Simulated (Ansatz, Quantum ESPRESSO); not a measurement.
# BaLiF3 (Pm-3m): modes at Γ and the response to a field, part 2 of 3

Wanted: the vibrations of BaLiF3 (Pm-3m) at Γ, by two programs.

Quantum ESPRESSO 7.5; DFT LDA, scalar-relativistic, plane waves, JTH PAW pseudopotentials.

So far. Step 2 (A probe with smearing): A gap of 6.5 eV opens on this mesh, so the crystal is taken as an insulator; the start stands at -5.7 GPa. Step 4 (Ground state): The cell stands at 0.15 GPa, close enough for phonons. The relaxed cell has a = 3.895 Å (conventional setting).

## (5) Linear response at Γ

At q = 0 one unit cell holds all displacements; symmetry groups them into irreducible representations that are solved one by one. The response to a field gives ε∞ and the Born charges, which polar modes need.

The input, ph.in:

```
phonons
 &inputph
    prefix='x',
    outdir='./tmp',
    fildyn='g.dyn',
    tr2_ph=1.0d-18,
    epsil=.true.,
 /
0.000000000 0.000000000 0.000000000
```

The run is started by

```console
$ OMP_NUM_THREADS=1 mpirun -n 4 ph.x -nk 4 -in ph.in > ph.out
```

Log:

```text
[banners, grids, parts of the stress and lines that vanish by symmetry left out]
[banner, memory and clock lines left out]
Program PHONON v.7.5

     ./tmp/x.save/

     file Ba.upf: wavefunction(s)  5S 6S 5P 0P 5D 0D renormalized
     file Li.upf: wavefunction(s)  1S 2S 0S 2P 0P renormalized
     file F.upf: wavefunction(s)  0S 2P 0P renormalized

     IMPORTANT: XC functional enforced from input :
     Exchange-correlation= PW
                           (   1   4   0   0   0   0   0)
     Any further DFT definition will be discarded
     Please, verify this is what you really want

     G-vector sticks info

     Check: negative core charge=   -0.000006

     negative rho (up, down):  5.116E-02 0.000E+00
     Reading collected, re-writing distributed wavefunctions in ./tmp/

     Number and degeneracy of irreps per q-point
       N         xq(1)         xq(2)         xq(3)   N irreps
       1   0.000000000   0.000000000   0.000000000       5
        3   3   3   3   3

     Calculation of q =    0.0000000   0.0000000   0.0000000

     phonons

     bravais-lattice index     =            1
     lattice parameter (alat)  =       7.3608  a.u.
     unit-cell volume          =     398.8258 (a.u.)^3
     number of atoms/cell      =            5
     number of atomic types    =            3
     kinetic-energy cut-off    =      50.0000  Ry
     charge density cut-off    =     250.0000  Ry
     convergence threshold     =      1.0E-18
     beta                      =       0.7000
     number of iterations used =            4
     Exchange-correlation= PW
                           (   1   4   0   0   0   0   0)

     celldm(1)=    7.36085  celldm(2)=    0.00000  celldm(3)=    0.00000
     celldm(4)=    0.00000  celldm(5)=    0.00000  celldm(6)=    0.00000

     crystal axes: (cart. coord. in units of alat)
               a(1) = (  1.0000  0.0000  0.0000 )
               a(2) = (  0.0000  1.0000  0.0000 )
               a(3) = (  0.0000  0.0000  1.0000 )

     reciprocal axes: (cart. coord. in units 2 pi/alat)
               b(1) = (  1.0000  0.0000  0.0000 )
               b(2) = (  0.0000  1.0000  0.0000 )
               b(3) = (  0.0000  0.0000  1.0000 )

     Atoms inside the unit cell:

     Cartesian axes

     site n.  atom      mass           positions (alat units)
        1  Ba    137.3270   tau(    1) = (    0.00000    0.00000    0.00000  )
        2  Li      6.9400   tau(    2) = (    0.50000    0.50000    0.50000  )
        3  F      18.9984   tau(    3) = (    0.00000    0.50000    0.50000  )
        4  F      18.9984   tau(    4) = (    0.50000    0.50000    0.00000  )
        5  F      18.9984   tau(    5) = (    0.50000    0.00000    0.50000  )

     Computing dynamical matrix for
                    q = (   0.0000000   0.0000000   0.0000000 )

     49 Sym.Ops. (with q -> -q+G )

     G cutoff =  343.1119  (  26745 G-vectors)     FFT grid: ( 40, 40, 40)
     G cutoff =  274.4895  (  19093 G-vectors)  smooth grid: ( 36, 36, 36)
     number of k points=    20
                       cart. coord. in units 2pi/alat
        k(    1) = (   0.0000000   0.0000000   0.0000000), wk =   0.0092593
        k(    2) = (   0.0000000   0.0000000   0.1666667), wk =   0.0555556
        k(    3) = (   0.0000000   0.0000000   0.3333333), wk =   0.0555556
        [... further k-points left out ...]

     PseudoPot. # 1 for Ba read from file:
     ./pseudo/Ba.upf
     Pseudo is Projector augmented-wave + core cor, Zval = 10.0
     Shape of augmentation charge: SINC**2

     PseudoPot. # 2 for Li read from file:
     ./pseudo/Li.upf
     Pseudo is Projector augmented-wave + core cor, Zval =  3.0
     Shape of augmentation charge: BESSEL

     PseudoPot. # 3 for F  read from file:
     ./pseudo/F.upf
     Pseudo is Projector augmented-wave + core cor, Zval =  7.0
     Shape of augmentation charge: SINC**2

     Mode symmetry, O_h (m-3m)  point group:

     Electric field:
     Dielectric constant
     Born effective charges as d Force / d E

     Atomic displacements:
     There are    5 irreducible representations

     Representation     1      3 modes -  To be done

     Representation     2      3 modes -  To be done

     Representation     3      3 modes -  To be done

     Representation     4      3 modes -  To be done

     Representation     5      3 modes -  To be done

     Alpha used in Ewald sum =   2.3000

     negative rho (up, down):  5.116E-02 0.000E+00

     Electric Fields Calculation

      thresh= 1.000E-02 alpha_mix =  0.700 |ddv_scf|^2 =  4.742E-08

      [... iterations left out ...]
      thresh= 1.335E-10 alpha_mix =  0.700 |ddv_scf|^2 =  1.028E-19

     End of electric fields calculation

          Dielectric constant in cartesian axis

          (       2.714066964       0.000000000       0.000000000 )
          (       0.000000000       2.714066964       0.000000000 )
          (       0.000000000       0.000000000       2.714066964 )

          Effective charges (d Force / dE) in cartesian axis without acoustic sum rule applied (asr)

           atom    1  Ba    Mean Z*:        2.76497
      Ex  (        2.76497        0.00000        0.00000 )
      Ey  (        0.00000        2.76497        0.00000 )
      Ez  (        0.00000        0.00000        2.76497 )
           atom    2  Li    Mean Z*:        1.03310
      Ex  (        1.03310        0.00000        0.00000 )
      Ey  (        0.00000        1.03310        0.00000 )
      Ez  (        0.00000        0.00000        1.03310 )
           atom    3  F     Mean Z*:       -1.27132
      Ex  (       -1.02444        0.00000        0.00000 )
      Ey  (        0.00000       -1.39475        0.00000 )
      Ez  (        0.00000        0.00000       -1.39475 )
           atom    4  F     Mean Z*:       -1.27132
      Ex  (       -1.39475        0.00000        0.00000 )
      Ey  (        0.00000       -1.39475        0.00000 )
      Ez  (        0.00000        0.00000       -1.02444 )
           atom    5  F     Mean Z*:       -1.27132
      Ex  (       -1.39475        0.00000        0.00000 )
      Ey  (        0.00000       -1.02444        0.00000 )
      Ez  (        0.00000        0.00000       -1.39475 )

          Effective charges Sum: Mean:       -0.01588
             -0.01588        0.00000        0.00000
              0.00000       -0.01588        0.00000
              0.00000        0.00000       -0.01588

          Effective charges (d Force / dE) in cartesian axis with asr applied:
           atom    1  Ba    Mean Z*:        2.76814
      E*x (        2.76814        0.00000        0.00000 )
      E*y (        0.00000        2.76814        0.00000 )
      E*z (        0.00000        0.00000        2.76814 )
           atom    2  Li    Mean Z*:        1.03627
      E*x (        1.03627        0.00000        0.00000 )
      E*y (        0.00000        1.03627        0.00000 )
      E*z (        0.00000        0.00000        1.03627 )
           atom    3  F     Mean Z*:       -1.26814
      E*x (       -1.02126        0.00000        0.00000 )
      E*y (        0.00000       -1.39158        0.00000 )
      E*z (        0.00000        0.00000       -1.39158 )
           atom    4  F     Mean Z*:       -1.26814
      E*x (       -1.39158        0.00000        0.00000 )
      E*y (        0.00000       -1.39158        0.00000 )
      E*z (        0.00000        0.00000       -1.02126 )
           atom    5  F     Mean Z*:       -1.26814
      E*x (       -1.39158        0.00000        0.00000 )
      E*y (        0.00000       -1.02126        0.00000 )
      E*z (        0.00000        0.00000       -1.39158 )

     Representation #   1 modes #   1   2   3

     Self-consistent Calculation

      thresh= 1.000E-02 alpha_mix =  0.700 |ddv_scf|^2 =  9.983E-07

      [... iterations left out ...]
      thresh= 2.301E-10 alpha_mix =  0.700 |ddv_scf|^2 =  7.321E-20

     End of self-consistent calculation

     Convergence has been achieved

     Representation #   2 modes #   4   5   6

     Self-consistent Calculation

      thresh= 1.000E-02 alpha_mix =  0.700 |ddv_scf|^2 =  7.869E-08

      [... iterations left out ...]
      thresh= 2.795E-10 alpha_mix =  0.700 |ddv_scf|^2 =  8.129E-20

     End of self-consistent calculation

     Convergence has been achieved

     Representation #   3 modes #   7   8   9

     Self-consistent Calculation

      thresh= 1.000E-02 alpha_mix =  0.700 |ddv_scf|^2 =  3.199E-07

      [... iterations left out ...]
      thresh= 1.482E-10 alpha_mix =  0.700 |ddv_scf|^2 =  1.932E-20

     End of self-consistent calculation

     Convergence has been achieved

     Representation #   4 modes #  10  11  12

     Self-consistent Calculation

      thresh= 1.000E-02 alpha_mix =  0.700 |ddv_scf|^2 =  9.983E-07

      [... iterations left out ...]
      thresh= 2.086E-10 alpha_mix =  0.700 |ddv_scf|^2 =  6.604E-20

     End of self-consistent calculation

     Convergence has been achieved

     Representation #   5 modes #  13  14  15

     Self-consistent Calculation

      thresh= 1.000E-02 alpha_mix =  0.700 |ddv_scf|^2 =  5.030E-07

      [... iterations left out ...]
      thresh= 6.277E-10 alpha_mix =  0.700 |ddv_scf|^2 =  4.706E-19

     End of self-consistent calculation

     Convergence has been achieved

     Number of q in the star =    1
     List of q in the star:
          1   0.000000000   0.000000000   0.000000000

          Dielectric constant in cartesian axis

          (       2.714066964       0.000000000       0.000000000 )
          (       0.000000000       2.714066964       0.000000000 )
          (       0.000000000       0.000000000       2.714066964 )

          Effective charges (d Force / dE) in cartesian axis without acoustic sum rule applied (asr)

           atom    1  Ba    Mean Z*:        2.76497
      Ex  (        2.76497        0.00000        0.00000 )
      Ey  (        0.00000        2.76497        0.00000 )
      Ez  (        0.00000        0.00000        2.76497 )
           atom    2  Li    Mean Z*:        1.03310
      Ex  (        1.03310        0.00000        0.00000 )
      Ey  (        0.00000        1.03310        0.00000 )
      Ez  (        0.00000        0.00000        1.03310 )
           atom    3  F     Mean Z*:       -1.27132
      Ex  (       -1.02444        0.00000        0.00000 )
      Ey  (        0.00000       -1.39475        0.00000 )
      Ez  (        0.00000        0.00000       -1.39475 )
           atom    4  F     Mean Z*:       -1.27132
      Ex  (       -1.39475        0.00000        0.00000 )
      Ey  (        0.00000       -1.39475        0.00000 )
      Ez  (        0.00000        0.00000       -1.02444 )
           atom    5  F     Mean Z*:       -1.27132
      Ex  (       -1.39475        0.00000        0.00000 )
      Ey  (        0.00000       -1.02444        0.00000 )
      Ez  (        0.00000        0.00000       -1.39475 )

          Effective charges Sum: Mean:       -0.01588
             -0.01588        0.00000        0.00000
              0.00000       -0.01588        0.00000
              0.00000        0.00000       -0.01588

          Effective charges (d Force / dE) in cartesian axis with asr applied:
           atom    1  Ba    Mean Z*:        2.76814
      E*x (        2.76814        0.00000        0.00000 )
      E*y (        0.00000        2.76814        0.00000 )
      E*z (        0.00000        0.00000        2.76814 )
           atom    2  Li    Mean Z*:        1.03627
      E*x (        1.03627        0.00000        0.00000 )
      E*y (        0.00000        1.03627        0.00000 )
      E*z (        0.00000        0.00000        1.03627 )
           atom    3  F     Mean Z*:       -1.26814
      E*x (       -1.02126        0.00000        0.00000 )
      E*y (        0.00000       -1.39158        0.00000 )
      E*z (        0.00000        0.00000       -1.39158 )
           atom    4  F     Mean Z*:       -1.26814
      E*x (       -1.39158        0.00000        0.00000 )
      E*y (        0.00000       -1.39158        0.00000 )
      E*z (        0.00000        0.00000       -1.02126 )
           atom    5  F     Mean Z*:       -1.26814
      E*x (       -1.39158        0.00000        0.00000 )
      E*y (        0.00000       -1.02126        0.00000 )
      E*z (        0.00000        0.00000       -1.39158 )

     Diagonalizing the dynamical matrix

     q = (    0.000000000   0.000000000   0.000000000 )

 **************************************************************************
     freq (    1) =       0.048265 [THz] =       1.609934 [cm-1]
     freq (    2) =       0.048265 [THz] =       1.609934 [cm-1]
     freq (    3) =       0.048265 [THz] =       1.609934 [cm-1]
     freq (    4) =       4.725192 [THz] =     157.615455 [cm-1]
     freq (    5) =       4.725192 [THz] =     157.615455 [cm-1]
     freq (    6) =       4.725192 [THz] =     157.615455 [cm-1]
     freq (    7) =       6.213235 [THz] =     207.251208 [cm-1]
     freq (    8) =       6.213235 [THz] =     207.251208 [cm-1]
     freq (    9) =       6.213235 [THz] =     207.251208 [cm-1]
     freq (   10) =       9.841622 [THz] =     328.281183 [cm-1]
     freq (   11) =       9.841622 [THz] =     328.281183 [cm-1]
     freq (   12) =       9.841622 [THz] =     328.281183 [cm-1]
     freq (   13) =      12.527608 [THz] =     417.876026 [cm-1]
     freq (   14) =      12.527608 [THz] =     417.876026 [cm-1]
     freq (   15) =      12.527608 [THz] =     417.876026 [cm-1]
 **************************************************************************

     Mode symmetry, O_h (m-3m)  point group:

     freq (   1-   3) =          1.6  [cm-1]   --> T_1u G_15  G_4- I
     freq (   4-   6) =        157.6  [cm-1]   --> T_1u G_15  G_4- I
     freq (   7-   9) =        207.3  [cm-1]   --> T_2u G_25  G_5-
     freq (  10-  12) =        328.3  [cm-1]   --> T_1u G_15  G_4- I
     freq (  13-  15) =        417.9  [cm-1]   --> T_1u G_15  G_4- I
```

Wall time 3.6 min (4 MPI ranks of Arm Neoverse V2, shared host); 14 min of CPU time.

This step gave:

```yaml
miss_of_the_charge_sum_rule: 0.01587 e
largest_acoustic_frequency_at_the_zone_centre_before_the_sum_rule: 1.61 cm⁻¹
highest_optical_zone_centre_mode_no_lo_to_term: 417.9 cm⁻¹
lowest_optical_zone_centre_mode: 157.6 cm⁻¹
mean_high_frequency_dielectric_constant: 2.714
largest_born_charge_in_size_third_of_the_trace: 2.765 e
```

Optical modes; normalised displacements of the dynamical-matrix file. The modes at Γ (shares of kinetic energy by element, %):

```
mode  frequency (cm⁻¹)  symmetry  Ba %  Li %  F %
   1             157.6       T1u    31     3   65
   2             157.6       T1u    31     3   65
   3             157.6       T1u    31     3   65
   4             207.3       T2u     0     0  100
   5             207.3       T2u     0     0  100
   6             207.3       T2u     0     0  100
   7             328.3       T1u     0     7   93
   8             328.3       T1u     0     7   93
   9             328.3       T1u     0     7   93
  10             417.9       T1u     0    87   13
  11             417.9       T1u     0    87   13
  12             417.9       T1u     0    87   13
```

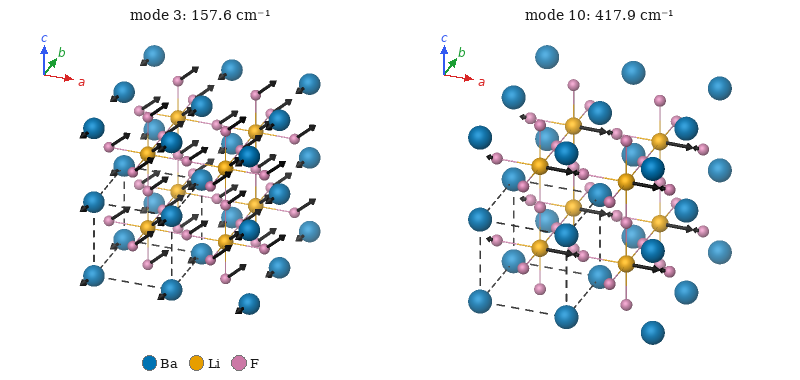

Displacement patterns of modes 3 and 10 at Γ; arrows are exaggerated. 2×2×2 cells are drawn. Some periodic images of atoms are drawn too.

Born charge (rows field, columns displacement), before the sum rule (e), principal values of the symmetric part by kind of site:

```
atom  atoms with these values    low  middle   high   mean
 Ba1                        1   2.77    2.77   2.77   2.77
 Li2                        1   1.03    1.03   1.03   1.03
  F3                        3  -1.39   -1.39  -1.02  -1.27
```

In full for Ba1:

```
2.77 0.00 0.00
0.00 2.77 0.00
0.00 0.00 2.77
```

High-frequency dielectric tensor:

```
2.71 0.00 0.00
0.00 2.71 0.00
0.00 0.00 2.71
```

The acoustic modes at Γ come out as far as 1.6 cm⁻¹ from zero, where they should vanish, a small numerical error; the Born charges miss their sum rule by 0.016 e, which is good.

## (6) Modes with the sum rule

A rigid shift of the crystal must cost nothing, but grids and finite bases break this; the acoustic sum rule is imposed before the matrix is diagonalised again. With Born charges the intensities follow, and the static dielectric tensor.

The input, dynmat.in:

```
 &input
    fildyn='g.dyn',
    asr='simple',
    lperm=.true.,
 /
```

The run is started by

```console
$ dynmat.x -in dynmat.in > dynmat.out
```

Log:

```text
[banner, memory and clock lines left out]
Program DYNMAT v.7.5

     Reading Dynamical Matrix from file g.dyn
     ...Force constants read
     ...epsilon and Z* read
     A direction for q was not specified:TO-LO splitting will be absent

     Polarizability (A^3 units)
     multiply by 0.636393 for Clausius-Mossotti correction
         8.061291    0.000000    0.000000
         0.000000    8.061291    0.000000
         0.000000    0.000000    8.061291

     IR activities are in (D/A)^2/amu units

# mode   [cm-1]    [THz]      IR
    1     -0.00   -0.0000    0.0000
    2     -0.00   -0.0000    0.0000
    3      0.00    0.0000    0.0000
    4    157.61    4.7250    5.0625
    5    157.61    4.7250    5.0625
    6    157.61    4.7250    5.0625
    7    207.24    6.2130    0.0000
    8    207.24    6.2130    0.0000
    9    207.24    6.2130    0.0000
   10    328.28    9.8415    1.0278
   11    328.28    9.8415    1.0278
   12    328.28    9.8415    1.0278
   13    417.81   12.5257    4.7367
   14    417.81   12.5257    4.7367
   15    417.81   12.5257    4.7367

Electronic dielectric permittivity tensor (relative, adimensional)
         2.714067    0.000000    0.000000
         0.000000    2.714067    0.000000
         0.000000    0.000000    2.714067

 ... with zone-center polar mode contributions
        11.392301    0.000000    0.000000
         0.000000   11.392301   -0.000000
         0.000000   -0.000000   11.392301

[end of the log left out, with the tail of the file of modes that dynmat.x writes under the same name]
```

Elapsed: 0.47 s, on 1 thread.

Read from the output:

| Property | Result |
| --- | --- |
| highest optical zone-centre mode (no LO-TO term) | 417.8 cm⁻¹ |
| mean static dielectric constant | 11.39 |

Zone-centre frequencies as printed; negative means imaginary. Modes:

```
mode  frequency (cm⁻¹)
   1                 0
   2                 0
   3                 0
   4             157.6
   5             157.6
   6             157.6
   7             207.2
   8             207.2
   9             207.2
  10             328.3
  11             328.3
  12             328.3
  13             417.8
  14             417.8
  15             417.8
```

Degenerate modes summed, no LO-TO term. Infrared lines, with heights relative to the strongest:

```
position (cm⁻¹)  lines merged  label  IR intensity, relative
            158             3    T1u                     100
            207             3    T2u                     0.0
            328             3    T1u                      20
            418             3    T1u                      94
```

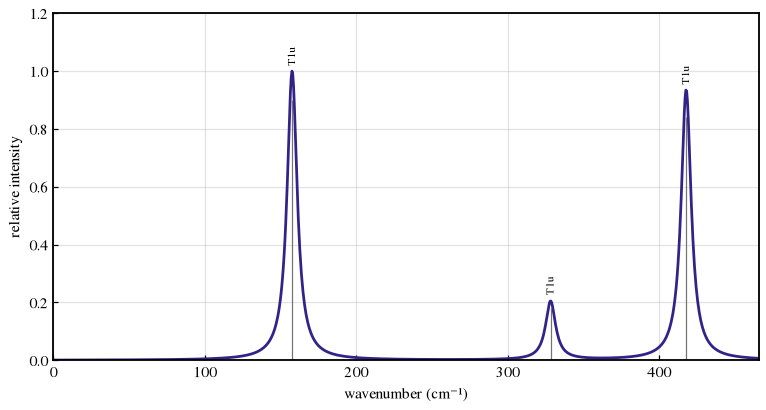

The infrared spectrum, broadened with Lorentzians of width 8 cm⁻¹; bars mark the lines.

Static dielectric tensor (ions relaxed, fixed cell):

```
11.39  0.00  0.00
 0.00 11.39  0.00
 0.00  0.00 11.39
```

The rule moves no optical mode by more than 0.1 cm⁻¹.

(Continued in part 3 of 3.)

[Host names and launcher messages were left out of these logs when they were recorded.]

[Logs are printed without paths, hosts, clocks, repeated set-up lines and the standing remarks that a program may print on its own settings, such as how far it seeks lower states.]

[Hosts, paths, dates, database ids (printed as entryN), source tags and the programs' standing remarks are cut or masked in the printed files.]
